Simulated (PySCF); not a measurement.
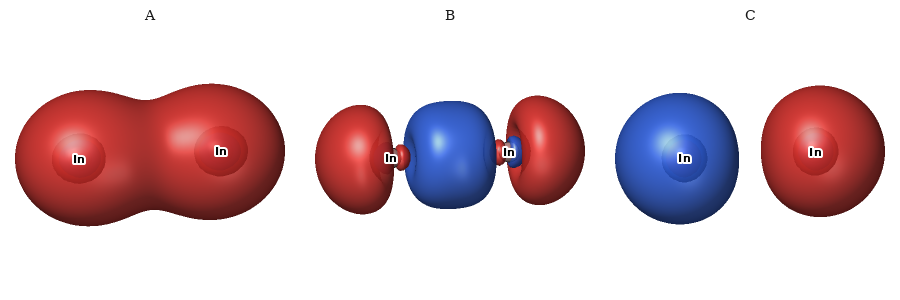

Figure. In2 (charge +1, doublet). Three frontier α-spin orbitals, each drawn at the value that holds 80 % of its norm (red and blue are the two phases), in no order; of a degenerate pair one member is drawn.

Core potentials replace the inner electrons of In.

Level of theory: PBE0/def2-SVP, non-relativistic Hamiltonian with scalar-relativistic core potentials where named, at a bond length of 3.574 Å in PySCF 2.14.0.

Name the orbitals and rank them from lowest to highest energy.

Orbital A: σg, occupied in this spin, −14.89 eV; with no node between the nuclei.
Orbital C: σu, occupied in this spin, −13.62 eV; antibonding, with a node between the atoms.
Orbital B: σg, occupied in this spin, −8.90 eV; with no node between the nuclei.
